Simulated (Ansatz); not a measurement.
**Li₁₁: geometry relaxation (part 3 of 3)**

Li₁₁, multiplicity 2; UKS PBE0/def2-SVP (Ansatz 0.2.0). 

Geometry of the input (Å):
```
Li -4.4059  0.8053  -0.2986
Li -1.6427  4.0971  0.0347
Li 0.0000  0.0000  0.0000
Li 2.3632  0.8501  0.0639
Li 1.9585  -1.8318  -0.0265
Li -3.4837  -3.0835  -0.3701
Li -2.3249  -0.8203  -0.2107
Li 0.5739  2.4423  0.0101
Li -1.9757  1.7146  0.0169
Li -4.3506  3.7737  -0.1391
Li -0.3418  -2.5690  -0.1561
```

## Trajectory as extended XYZ, continued
```
11
Properties=species:S:1:pos:R:3:forces:R:3 step=29 energy=-2243.02279
Li   -4.1455   -0.3539    0.8127   -0.0344  -0.0071  -0.0104
Li   -1.8499    4.4143   -0.2974    0.0119   0.0054   0.0030
Li    0.4728    0.0892    1.4719    0.0113   0.0116   0.0036
Li    3.0001    0.6826   -0.2402    0.0050   0.0010  -0.0349
Li    0.6009   -1.2830   -1.1795   -0.0454   0.0023  -0.0158
Li   -3.0180   -1.9528   -1.7532    0.0719   0.0522  -0.0120
Li   -1.7254    0.0345   -0.4842   -0.0109  -0.0030   0.0691
Li    0.2051    2.0067   -0.8045   -0.0123  -0.0104  -0.0153
Li   -2.1149    1.8612    1.5166   -0.0121   0.0050   0.0225
Li   -3.4998    2.0250   -1.1754    0.0318  -0.0447  -0.0239
Li   -1.5550   -2.1452    1.0577   -0.0168  -0.0122   0.0141
11
Properties=species:S:1:pos:R:3:forces:R:3 step=30 energy=-2243.07013
Li   -4.2183   -0.3664    0.7972   -0.0352  -0.0094  -0.0206
Li   -1.8339    4.4085   -0.2927    0.0293   0.0070   0.0090
Li    0.5016    0.1103    1.4765    0.0252   0.0052   0.0043
Li    2.9906    0.6826   -0.3185    0.0022   0.0106  -0.0432
Li    0.5002   -1.2785   -1.2148   -0.0090   0.0253   0.0030
Li   -2.8593   -1.8479   -1.7985    0.0349   0.0496   0.0018
Li   -1.7309    0.0397   -0.3338   -0.0251  -0.0171   0.0532
Li    0.1739    1.9773   -0.8388   -0.0189  -0.0146  -0.0158
Li   -2.1507    1.8722    1.5696   -0.0200   0.0011   0.0252
Li   -3.4160    1.9471   -1.2263    0.0380  -0.0489  -0.0293
Li   -1.5869   -2.1664    1.1048   -0.0214  -0.0088   0.0125
11
Properties=species:S:1:pos:R:3:forces:R:3 step=31 energy=-2243.12239
Li   -4.3337   -0.3875    0.7527   -0.0249  -0.0074  -0.0315
Li   -1.7696    4.3963   -0.2695    0.0402  -0.0137   0.0056
Li    0.5654    0.1340    1.4846    0.0211   0.0018  -0.0130
Li    2.9893    0.7276   -0.4412    0.0023   0.0178  -0.0379
Li    0.4278   -1.2325   -1.2255    0.0320   0.0490   0.0309
Li   -2.7367   -1.7100   -1.8314   -0.0173   0.0460   0.0178
Li   -1.7531    0.0211   -0.1485   -0.0343  -0.0138   0.0243
Li    0.1164    1.9227   -0.8897   -0.0204  -0.0177  -0.0092
Li   -2.2142    1.8697    1.6411   -0.0169  -0.0082   0.0210
Li   -3.2807    1.8338   -1.3119    0.0308  -0.0362  -0.0244
Li   -1.6406   -2.1966    1.1639   -0.0126  -0.0176   0.0165
11
Properties=species:S:1:pos:R:3:forces:R:3 step=32 energy=-2243.16273
Li   -4.4508   -0.4112    0.6629   -0.0319  -0.0062   0.0044
Li   -1.6476    4.3194   -0.2587    0.0320  -0.0228   0.0016
Li    0.6255    0.1534    1.4384    0.0197   0.0299   0.0475
Li    3.0030    0.8030   -0.5694    0.0224   0.0273  -0.0112
Li    0.4504   -1.1041   -1.1546   -0.0272  -0.0159  -0.0422
Li   -2.7339   -1.5313   -1.8205    0.0171  -0.0181  -0.0059
Li   -1.8114    0.0014    0.0089    0.0076  -0.0280   0.0178
Li    0.0543    1.8521   -0.9354   -0.0074  -0.0039  -0.0212
Li   -2.2809    1.8385    1.7213   -0.0248  -0.0016   0.0292
Li   -3.1615    1.7158   -1.4047    0.0103   0.0140  -0.0065
Li   -1.6768   -2.2585    1.2363   -0.0180   0.0252  -0.0135
11
Properties=species:S:1:pos:R:3:forces:R:3 step=33 energy=-2243.16241 accepted=F
Li   -4.5737   -0.4326    0.6280    0.0596   0.0023  -0.0328
Li   -1.4879    4.2123   -0.2407    0.0242  -0.0141   0.0342
Li    0.6977    0.2571    1.5177   -0.0627   0.0023  -0.1359
Li    3.0503    0.9148   -0.6400   -0.0657   0.0069  -0.0031
Li    0.4119   -1.0686   -1.2248    0.0264  -0.0069   0.0926
Li   -2.7079   -1.5256   -1.8143   -0.0152  -0.0070   0.0254
Li   -1.8405   -0.0289    0.0923    0.0102   0.1496  -0.0456
Li    0.0252    1.7879   -1.0172    0.0490  -0.0108   0.0229
Li   -2.3783    1.7960    1.8245   -0.0048  -0.0386  -0.0394
Li   -3.0888    1.7043   -1.4434   -0.0220  -0.0176   0.0383
Li   -1.7378   -2.2383    1.2423    0.0008  -0.0662   0.0433
11
Properties=species:S:1:pos:R:3:forces:R:3 step=34 energy=-2243.17569
Li   -4.4857   -0.4229    0.6431   -0.0047  -0.0050  -0.0078
Li   -1.5682    4.2706   -0.2342    0.0366  -0.0218   0.0132
Li    0.6385    0.2079    1.4522    0.0051   0.0189   0.0018
Li    3.0126    0.8541   -0.6004   -0.0081   0.0174  -0.0084
Li    0.4346   -1.1116   -1.1694    0.0004   0.0013   0.0034
Li   -2.7156   -1.5502   -1.8100    0.0004  -0.0032   0.0030
Li   -1.8151    0.0043    0.0256   -0.0078   0.0124   0.0024
Li    0.0543    1.8293   -0.9749    0.0055  -0.0062  -0.0192
Li   -2.3316    1.8150    1.7605   -0.0163  -0.0206   0.0106
Li   -3.1458    1.7253   -1.4062   -0.0017  -0.0044  -0.0032
Li   -1.7077   -2.2430    1.2382   -0.0093   0.0111   0.0043
11
Properties=species:S:1:pos:R:3:forces:R:3 step=35 energy=-2243.18646
Li   -4.5042   -0.4360    0.6219    0.0004  -0.0048  -0.0082
Li   -1.4918    4.2187   -0.2003    0.0373  -0.0309   0.0217
Li    0.6425    0.2525    1.4489   -0.0047   0.0265  -0.0129
Li    3.0084    0.8931   -0.6243   -0.0117   0.0127  -0.0049
Li    0.4341   -1.1116   -1.1564    0.0081  -0.0035   0.0105
Li   -2.7104   -1.5515   -1.8035    0.0004  -0.0031   0.0065
Li   -1.8229    0.0174    0.0301   -0.0009   0.0270  -0.0086
Li    0.0585    1.8092   -1.0224    0.0062  -0.0083  -0.0232
Li   -2.3717    1.7807    1.7930   -0.0179  -0.0254   0.0096
Li   -3.1455    1.7258   -1.4141   -0.0075  -0.0008   0.0005
Li   -1.7267   -2.2197    1.2516   -0.0099   0.0105   0.0091
11
Properties=species:S:1:pos:R:3:forces:R:3 step=36 energy=-2243.20749
Li   -4.5276   -0.4535    0.5918    0.0087  -0.0025  -0.0099
Li   -1.3863    4.1362   -0.1415    0.0396  -0.0506   0.0363
Li    0.6406    0.3272    1.4366   -0.0142   0.0388  -0.0300
Li    3.0053    0.9412   -0.6548   -0.0195   0.0070   0.0000
Li    0.4397   -1.1193   -1.1350    0.0183  -0.0089   0.0230
Li   -2.6998   -1.5546   -1.7936   -0.0001  -0.0010   0.0086
Li   -1.8300    0.0409    0.0293    0.0031   0.0528  -0.0175
Li    0.0639    1.7774   -1.1004    0.0123  -0.0118  -0.0386
Li   -2.4313    1.7285    1.8419   -0.0221  -0.0359   0.0067
Li   -3.1511    1.7347   -1.4222   -0.0164   0.0016   0.0068
Li   -1.7532   -2.1802    1.2724   -0.0096   0.0105   0.0146
11
Properties=species:S:1:pos:R:3:forces:R:3 step=37 energy=-2243.25102
Li   -4.5529   -0.4720    0.5542    0.0169   0.0005  -0.0125
Li   -1.2560    4.0116   -0.0550    0.0462  -0.0899   0.0577
Li    0.6316    0.4364    1.4141   -0.0283   0.0598  -0.0559
Li    3.0022    0.9938   -0.6882   -0.0315   0.0021   0.0063
Li    0.4526   -1.1355   -1.1005    0.0312  -0.0146   0.0409
Li   -2.6837   -1.5547   -1.7811    0.0001   0.0022   0.0101
Li   -1.8358    0.0798    0.0228    0.0120   0.0905  -0.0241
Li    0.0733    1.7331   -1.2171    0.0190  -0.0188  -0.0621
Li   -2.5100    1.6561    1.9074   -0.0285  -0.0462   0.0038
Li   -3.1676    1.7527   -1.4291   -0.0271   0.0047   0.0168
Li   -1.7834   -2.1228    1.2971   -0.0100   0.0097   0.0190
11
Properties=species:S:1:pos:R:3:forces:R:3 step=38 energy=-2243.31453
Li   -4.5649   -0.4831    0.5240    0.0161   0.0016  -0.0142
Li   -1.1467    3.8748    0.0309    0.0558  -0.1327   0.0757
Li    0.6127    0.5447    1.3804   -0.0327   0.0831  -0.0685
Li    2.9942    1.0311   -0.7079   -0.0389   0.0015   0.0107
Li    0.4727   -1.1544   -1.0583    0.0390  -0.0188   0.0497
Li   -2.6697   -1.5493   -1.7682    0.0051   0.0050   0.0094
Li   -1.8350    0.1285    0.0100    0.0181   0.1094  -0.0244
Li    0.0856    1.6918   -1.3325    0.0220  -0.0277  -0.0844
Li   -2.5783    1.5895    1.9617   -0.0352  -0.0474   0.0076
Li   -3.1949    1.7737   -1.4288   -0.0379   0.0090   0.0227
Li   -1.8056   -2.0688    1.3131   -0.0113   0.0170   0.0157
11
Properties=species:S:1:pos:R:3:forces:R:3 step=39 energy=-2243.39173
Li   -4.5718   -0.4904    0.4992    0.0118   0.0026  -0.0159
Li   -1.0511    3.7300    0.1110    0.0583  -0.1621   0.0877
Li    0.5922    0.6495    1.3433   -0.0304   0.0962  -0.0756
Li    2.9826    1.0607   -0.7195   -0.0452   0.0025   0.0140
Li    0.4951   -1.1715   -1.0151    0.0454  -0.0210   0.0547
Li   -2.6558   -1.5402   -1.7565    0.0121   0.0089   0.0074
Li   -1.8312    0.1810   -0.0028    0.0238   0.1137  -0.0223
Li    0.0981    1.6525   -1.4397    0.0212  -0.0413  -0.0969
Li   -2.6370    1.5322    2.0065   -0.0383  -0.0402   0.0111
Li   -3.2273    1.7944   -1.4237   -0.0480   0.0143   0.0271
Li   -1.8233   -2.0197    1.3218   -0.0108   0.0263   0.0086
11
Properties=species:S:1:pos:R:3:forces:R:3 step=40 energy=-2243.47245
Li   -4.5787   -0.4960    0.4759    0.0072   0.0033  -0.0176
Li   -0.9612    3.5803    0.1875    0.0449  -0.1590   0.0856
Li    0.5735    0.7522    1.3044   -0.0182   0.0808  -0.0739
Li    2.9679    1.0885   -0.7278   -0.0505   0.0043   0.0167
Li    0.5197   -1.1873   -0.9711    0.0489  -0.0201   0.0580
Li   -2.6394   -1.5284   -1.7471    0.0198   0.0145   0.0024
Li   -1.8270    0.2325   -0.0142    0.0282   0.1078  -0.0186
Li    0.1076    1.6103   -1.5404    0.0130  -0.0559  -0.0965
Li   -2.6905    1.4829    2.0451   -0.0337  -0.0270   0.0095
Li   -3.2632    1.8164   -1.4137   -0.0526   0.0195   0.0319
Li   -1.8383   -1.9729    1.3259   -0.0070   0.0319   0.0026
11
Properties=species:S:1:pos:R:3:forces:R:3 step=41 energy=-2243.54991
Li   -4.5762   -0.4939    0.4539    0.0022  -0.0019  -0.0201
Li   -0.9047    3.4118    0.2695    0.0350  -0.1007   0.0350
Li    0.5630    0.8355    1.2524    0.0121   0.0283  -0.0308
Li    2.9335    1.1048   -0.7170   -0.0279   0.0107   0.0071
Li    0.5671   -1.2164   -0.9124    0.0374  -0.0111   0.0511
Li   -2.6050   -1.5031   -1.7444    0.0265   0.0304   0.0005
Li   -1.8086    0.3069   -0.0322    0.0034   0.0483  -0.0066
Li    0.1097    1.5446   -1.6542   -0.0040  -0.0476  -0.0749
Li   -2.7373    1.4569    2.0700   -0.0322  -0.0238   0.0130
Li   -3.3272    1.8494   -1.3796   -0.0490   0.0230   0.0295
Li   -1.8440   -1.9180    1.3185   -0.0033   0.0445  -0.0038
11
Properties=species:S:1:pos:R:3:forces:R:3 step=42 energy=-2243.59850
Li   -4.5884   -0.5122    0.4036    0.0022  -0.0060  -0.0104
Li   -0.8210    3.2422    0.3008   -0.0051   0.0147  -0.0103
Li    0.5938    0.8588    1.2252    0.0068  -0.0430   0.0030
Li    2.8969    1.1514   -0.7273   -0.0171   0.0163   0.0008
Li    0.6306   -1.2455   -0.8141    0.0225  -0.0090   0.0191
Li   -2.5344   -1.4291   -1.7607    0.0263   0.0266  -0.0126
Li   -1.8076    0.3854   -0.0357    0.0111   0.0004  -0.0007
Li    0.0869    1.4377   -1.7870   -0.0258  -0.0472  -0.0191
Li   -2.8094    1.4135    2.1048   -0.0088   0.0076  -0.0045
Li   -3.4252    1.9032   -1.3073   -0.0151   0.0262   0.0293
Li   -1.8520   -1.8269    1.3222    0.0030   0.0134   0.0052
11
Properties=species:S:1:pos:R:3:forces:R:3 step=43 energy=-2243.62151
Li   -4.5818   -0.5124    0.3751    0.0055  -0.0106  -0.0066
Li   -0.6887    3.1940    0.2574    0.0156   0.0084  -0.0169
Li    0.5682    0.7873    1.2444    0.0152  -0.0348   0.0386
Li    2.7610    1.2973   -0.7112   -0.0017   0.0312  -0.0040
Li    0.6585   -1.2822   -0.7781    0.0410  -0.0181   0.0131
Li   -2.4481   -1.3666   -1.8028   -0.0137   0.0205   0.0031
Li   -1.8086    0.3861   -0.0023   -0.0308  -0.0154  -0.0116
Li   -0.0105    1.2968   -1.8445   -0.0068  -0.0038  -0.0308
Li   -2.8239    1.4502    2.1065   -0.0029   0.0115  -0.0227
Li   -3.4111    1.9556   -1.2451   -0.0071   0.0072   0.0344
Li   -1.8448   -1.8277    1.3250   -0.0143   0.0039   0.0033
11
Properties=species:S:1:pos:R:3:forces:R:3 step=44 energy=-2243.64108
Li   -4.5913   -0.5380    0.3600   -0.0024   0.0104   0.0046
Li   -0.5373    3.1463    0.1995    0.0051  -0.0302  -0.0104
Li    0.5705    0.7005    1.3090   -0.0306  -0.0057   0.0054
Li    2.6648    1.4691   -0.6954   -0.0128   0.0234   0.0112
Li    0.7326   -1.3130   -0.7422   -0.0203   0.0046  -0.0030
Li   -2.4466   -1.3271   -1.8278   -0.0020  -0.0104  -0.0149
Li   -1.8175    0.3605    0.0013    0.0580   0.0062  -0.0072
Li   -0.0604    1.2083   -1.9187   -0.0170  -0.0078   0.0049
Li   -2.8457    1.5076    2.0474    0.0085   0.0071   0.0082
Li   -3.4228    2.0017   -1.1349    0.0019   0.0122  -0.0079
Li   -1.8759   -1.8375    1.3263    0.0117  -0.0098   0.0090
11
Properties=species:S:1:pos:R:3:forces:R:3 step=45 energy=-2243.64720
Li   -4.5795   -0.5058    0.3716    0.0010   0.0003   0.0028
Li   -0.4420    3.0789    0.1493   -0.0124   0.0050   0.0031
Li    0.5150    0.6357    1.3714    0.0305   0.0144   0.0189
Li    2.5490    1.6187   -0.6340   -0.0033  -0.0081  -0.0005
Li    0.7304   -1.3141   -0.7437   -0.0060   0.0012  -0.0060
Li   -2.4559   -1.3266   -1.8535   -0.0128  -0.0108   0.0139
Li   -1.7900    0.3361   -0.0091   -0.0075  -0.0064  -0.0112
Li   -0.1160    1.1502   -1.9732    0.0268   0.0216  -0.0187
Li   -2.7929    1.5338    2.0325   -0.0055   0.0007   0.0005
Li   -3.3850    2.0243   -1.1210    0.0053  -0.0066   0.0018
Li   -1.8628   -1.8527    1.3341   -0.0162  -0.0112  -0.0046
11
Properties=species:S:1:pos:R:3:forces:R:3 step=46 energy=-2243.64982
Li   -4.5832   -0.4917    0.3804    0.0005  -0.0040  -0.0017
Li   -0.4579    3.0815    0.1528   -0.0009  -0.0002   0.0012
Li    0.5403    0.6504    1.3937   -0.0057  -0.0015   0.0090
Li    2.5491    1.6172   -0.6280    0.0025  -0.0013  -0.0044
Li    0.7128   -1.2969   -0.7541   -0.0032  -0.0025   0.0017
Li   -2.4749   -1.3618   -1.8246   -0.0032   0.0059  -0.0048
Li   -1.7734    0.3298   -0.0147    0.0164   0.0058  -0.0059
Li   -0.0948    1.1799   -1.9951   -0.0064   0.0038  -0.0036
Li   -2.7896    1.5295    2.0284   -0.0001   0.0008   0.0043
Li   -3.3700    2.0151   -1.1285    0.0000  -0.0041  -0.0042
Li   -1.8881   -1.8745    1.3143   -0.0001  -0.0028   0.0085
11
Properties=species:S:1:pos:R:3:forces:R:3 step=47 energy=-2243.65038
Li   -4.5775   -0.4986    0.3804   -0.0005   0.0017   0.0002
Li   -0.4590    3.0790    0.1574    0.0028   0.0004  -0.0037
Li    0.5466    0.6518    1.4154   -0.0036  -0.0038   0.0030
Li    2.5429    1.6089   -0.6343   -0.0038  -0.0013   0.0013
Li    0.7021   -1.2933   -0.7520    0.0009   0.0037  -0.0019
Li   -2.4833   -1.3428   -1.8314    0.0015  -0.0010  -0.0001
Li   -1.7574    0.3308   -0.0131    0.0135   0.0032   0.0003
Li   -0.0999    1.1926   -2.0094   -0.0035  -0.0035  -0.0006
Li   -2.7895    1.5267    2.0284   -0.0040   0.0018   0.0014
Li   -3.3629    1.9961   -1.1423   -0.0045   0.0020   0.0006
Li   -1.8918   -1.8727    1.3252    0.0011  -0.0032  -0.0006
11
Properties=species:S:1:pos:R:3:forces:R:3 step=48 energy=-2243.65078
Li   -4.5724   -0.4983    0.3833   -0.0002   0.0016   0.0002
Li   -0.4494    3.0732    0.1504   -0.0001  -0.0008  -0.0004
Li    0.5471    0.6455    1.4421   -0.0003  -0.0026   0.0013
Li    2.5265    1.6095   -0.6307   -0.0042  -0.0033   0.0009
Li    0.6987   -1.2860   -0.7547    0.0043   0.0042   0.0005
Li   -2.4853   -1.3346   -1.8298    0.0011  -0.0020  -0.0009
Li   -1.7399    0.3329   -0.0101    0.0047   0.0030   0.0015
Li   -0.1083    1.1949   -2.0290   -0.0018  -0.0030  -0.0030
Li   -2.7939    1.5339    2.0243   -0.0013   0.0002   0.0007
Li   -3.3602    1.9875   -1.1428   -0.0029   0.0032   0.0001
Li   -1.8926   -1.8802    1.3215    0.0008  -0.0005  -0.0009
11
Properties=species:S:1:pos:R:3:forces:R:3 step=49 energy=-2243.65119
Li   -4.5636   -0.4946    0.3842   -0.0007  -0.0004   0.0002
Li   -0.4403    3.0600    0.1430   -0.0006  -0.0019   0.0004
Li    0.5475    0.6340    1.4877    0.0019   0.0007   0.0002
Li    2.4951    1.6009   -0.6275   -0.0014  -0.0036   0.0014
Li    0.7023   -1.2694   -0.7538    0.0041   0.0035   0.0000
Li   -2.4824   -1.3272   -1.8272   -0.0005  -0.0011  -0.0003
Li   -1.7146    0.3407   -0.0089   -0.0028   0.0024   0.0009
Li   -0.1251    1.1955   -2.0689   -0.0003  -0.0005  -0.0024
Li   -2.7984    1.5394    2.0222    0.0006  -0.0009  -0.0009
Li   -3.3590    1.9841   -1.1417    0.0003   0.0000   0.0012
Li   -1.8911   -1.8849    1.3153   -0.0006   0.0018  -0.0007
```

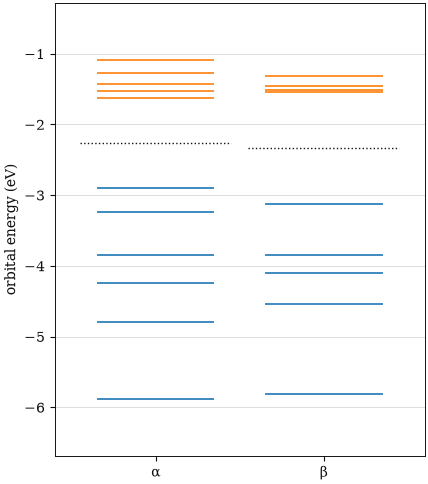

Orbital energies near the frontier for α and β spins; the dotted line parts filled from empty levels, and levels within 0.02 eV of each other stand side by side. α: highest filled −2.90 eV, lowest empty −1.63 eV, 1.27 eV apart; β: highest filled −3.12 eV, lowest empty −1.53 eV, 1.59 eV apart.

## Results in brief

| quantity | value |
| --- | --- |
| outcome | converged |
| total energy | −2243.6512 eV |
| ⟨S²⟩ | 1.039 |
| SCF solution under orbital rotations | stable |
| HOMO (either spin) | −2.90 eV |
| LUMO (either spin) | −1.63 eV |
| largest force (length of the vector) at the end | 0.005 eV/Å |
| dipole moment | 1.07 D |
| hardware | 4 threads of Arm Neoverse V2, 95 GiB of memory available, shared host |
| wall time | 8.3 min (CPU time 32 min) |
| peak memory | 0.4 GiB |

## Remarks

⟨S²⟩ is 1.04 against 0.75 for a pure state: the solution is spin-contaminated.
